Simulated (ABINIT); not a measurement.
Band structure of a sheet of ZrS₂ (3 atoms in the cell).

```
CELL_PARAMETERS angstrom
      3.62137     0.00000     0.00000
     -1.81068     3.13620     0.00000
      0.00000     0.00000    16.94733
ATOMIC_POSITIONS crystal
  Zr 0.00000 0.00000 0.50000
  S  0.33333 0.66667 0.58696
  S  0.66667 0.33333 0.41304
```

Computed with PBE, norm-conserving pseudopotentials (PseudoDojo nc-sr-05 PBE standard) (plane waves; ABINIT).

Settings: pseudos = [Zr.upf, S.upf]; ecut = 66 Ry; ixc = 11; occopt = 7; tsmear = 0.00183747 Ha; ngkpt = 6 6 1; nshiftk = 1; shiftk = 0 0 0; potentials = PseudoDojo nc-sr-05 PBE standard; kptopt = 1; nstep = 100; toldfe1 = 1e-09 Ha; diemac = 20.

The starting cell was generated: these elements placed on a structure prototype, without a prior relaxation; it need not be a known phase or ordering of this composition. Its lattice was rescaled in the plane by a random factor within 2.5 % of one.

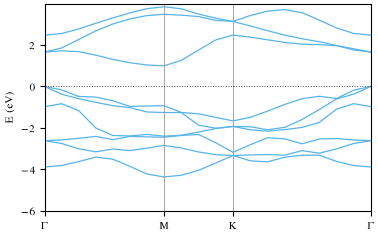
Figure: Bands along the path, energies from the top of the valence band on the SCF mesh.

Problem. Read off roughly the gap and where its edges lie.

Solution. The gap along the path is about 1.0 eV (computed: 0.99 eV), from Γ to M; the smallest direct gap on it is 1.66 eV.

Levels in eV from the top of the valence band on the SCF mesh, bands 9 to 16:
```tsv
point	9	10	11	12	13	14	15	16
Γ	-2.61	-0.97	0.00	0.00	1.66	1.66	2.47	5.17
M	-2.45	-2.39	-1.25	-0.93	0.99	3.48	3.84	5.59
K	-3.17	-1.93	-1.93	-1.66	2.48	3.13	3.13	5.36
```
